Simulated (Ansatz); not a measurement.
## Single-point calculation of C$_{3}$H$_{9}$NSi

C$_{3}$H$_{9}$NSi, SMILES C[Si]N(C)C, computed with RKS r2SCAN/def2-TZVP (Ansatz 0.2.0).

Some settings of this run were made unusual or wrong on purpose. The geometry comes from this level: PBE0-D4/def2-TZVP. Figures and captions count atoms from 1; the log counts them from 0 in places.

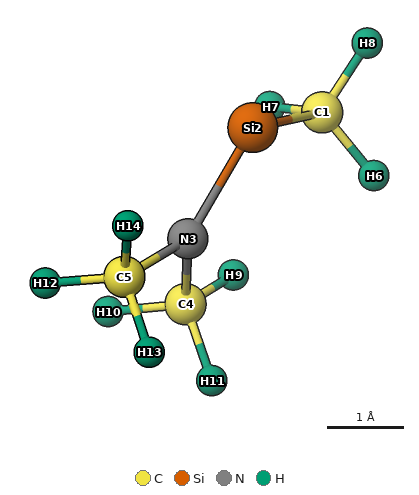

Fig. 1: The structure (ball-and-stick view, seen at a tilt; atoms are numbered from 1 in the order of the input). Bond lengths as drawn: C–H 1.09 to 1.10 Å, C–N 1.44 to 1.45 Å, C–Si 1.91 Å and N–Si 1.72 Å.

What the run reported:

- outcome: converged
- total energy: −12918.2698 eV
- SCF solution under orbital rotations: stable
- largest force (length of the vector): 403.614 eV/Å
- dipole moment: 14.77 D
- hardware: 4 threads of Arm Neoverse V2, 23 GiB of memory available, shared host
- wall time: 16 s (CPU time 57 s)
- peak memory: 1.2 GiB

The input was spoiled on purpose: grid. The program still converged, but the numbers can't be taken as results for the intended system.

The input:
```yaml
crystal:
  periodic: [false, false, false]
  atoms:
    - {symbol: C, position_ang: [-1.926928, 0.083857, 1.290031]}
    - {symbol: Si, position_ang: [-0.859967, 1.344248, 0.334757]}
    - {symbol: N, position_ang: [0.370441, 0.332328, -0.310895]}
    - {symbol: C, position_ang: [0.561794, -1.093109, -0.176987]}
    - {symbol: C, position_ang: [1.404995, 0.939127, -1.123545]}
    - {symbol: H, position_ang: [-2.344849, -0.686650, 0.632231]}
    - {symbol: H, position_ang: [-1.362497, -0.422496, 2.081162]}
    - {symbol: H, position_ang: [-2.763722, 0.604311, 1.762257]}
    - {symbol: H, position_ang: [-0.219631, -1.539167, 0.434369]}
    - {symbol: H, position_ang: [1.531363, -1.314458, 0.286965]}
    - {symbol: H, position_ang: [0.552143, -1.581751, -1.159560]}
    - {symbol: H, position_ang: [2.397159, 0.779287, -0.683394]}
    - {symbol: H, position_ang: [1.415112, 0.511299, -2.133763]}
    - {symbol: H, position_ang: [1.231584, 2.013975, -1.204729]}
basis:
  gaussian: {orbitals: def2-TZVP, final_grid: {core_spheres: 1, valence_spheres: 1, degree: 1}}
hamiltonian: {xc: {name: r2SCAN}}
accuracy: high
output: {forces: true}
```

Launch command:
```bash
ansatz run in.yaml --threads 4 --pin off --events-out ev --progress --plain --max-ram 10444MiB
```

The program's output:
```
Functional definition: r2SCAN
  name "r2SCAN"
  cite "Furness, Kaplan, Ning, Perdew & Sun, J. Phys. Chem. Lett. 11, 8208 (2020) doi:10.1021/acs.jpclett.0c02405"
  cite "Furness, Kaplan, Ning, Perdew & Sun, J. Phys. Chem. Lett. 11, 9248 (2020) doi:10.1021/acs.jpclett.0c03077"
  parent r2scan
  parameter k0 = 0.174
  parameter k1 = 0.065
  parameter a1 = 4.9479
  exchange = r2scan_x(k0 = k0, k1 = k1, a1 = a1)
  correlation = r2scan_c
4106 factors; integrals over basis functions are off by at most 1.9e-8 eV
mean field evaluation 1: about -12605.4691 eV, gradient 8.8e1 eV
mean field evaluation 2: about -12553.3956 eV, gradient 1.6e2 eV
mean field evaluation 4: about -12623.0432 eV, gradient 1.1e1 eV
mean field evaluation 8: about -12565.9926 eV, gradient 3.4e2 eV
mean field evaluation 16: about -12864.5509 eV, gradient 5.0e1 eV
mean field evaluation 32: about -12917.3523 eV, gradient 1.0e1 eV
mean field -12918.26980421 eV, -474.7376589870 hartree, gradient 2.7e-8 eV, S^2 0.000000; 2 other end points of the search recorded, 0 dependent functions left out
the calculation of the forces begins
reference -12918.26980443 eV, -474.7376589951 hartree; 24, 24 occupied and 191, 191 virtual orbitals, 4106 factors
Total energy: -12918.26980443 eV, -474.7376589951 hartree
Atom 0 at    -1.926928     0.083857     1.290031 Å, force    16.833474   -43.402650    -3.395608 eV/Å
Atom 1 at    -0.859967     1.344248     0.334757 Å, force    15.368925     6.857678   -11.659179 eV/Å
Atom 2 at     0.370441     0.332328    -0.310895 Å, force   139.585477  -150.634933   -66.712877 eV/Å
Atom 3 at     0.561794    -1.093109    -0.176987 Å, force    62.438662   382.400044  -113.030936 eV/Å
Atom 4 at     1.404995     0.939127    -1.123545 Å, force  -113.594666   -93.854120    94.245614 eV/Å
Atom 5 at    -2.344849    -0.686650     0.632231 Å, force    -5.835226   -15.013749   -10.568708 eV/Å
Atom 6 at    -1.362497    -0.422496     2.081162 Å, force     9.821784   -10.733555    12.597515 eV/Å
Atom 7 at    -2.763722     0.604311     1.762257 Å, force   -19.930639     1.365770    13.339321 eV/Å
Atom 8 at    -0.219631    -1.539167     0.434369 Å, force     7.509002    -2.260518    -4.684616 eV/Å
Atom 9 at     1.531363    -1.314458     0.286965 Å, force   -19.370995   -16.181687   110.417474 eV/Å
Atom 10 at     0.552143    -1.581751    -1.159560 Å, force  -104.826707   -39.492307   -15.957846 eV/Å
Atom 11 at     2.397159     0.779287    -0.683394 Å, force     3.379822    -9.981024    -6.147008 eV/Å
Atom 12 at     1.415112     0.511299    -2.133763 Å, force     8.551835    -8.557861     1.491533 eV/Å
Atom 13 at     1.231584     2.013975    -1.204729 Å, force     0.069253    -0.511091     0.065321 eV/Å
Dipole moment:    -2.519589     0.840575     1.548840 e Å
```
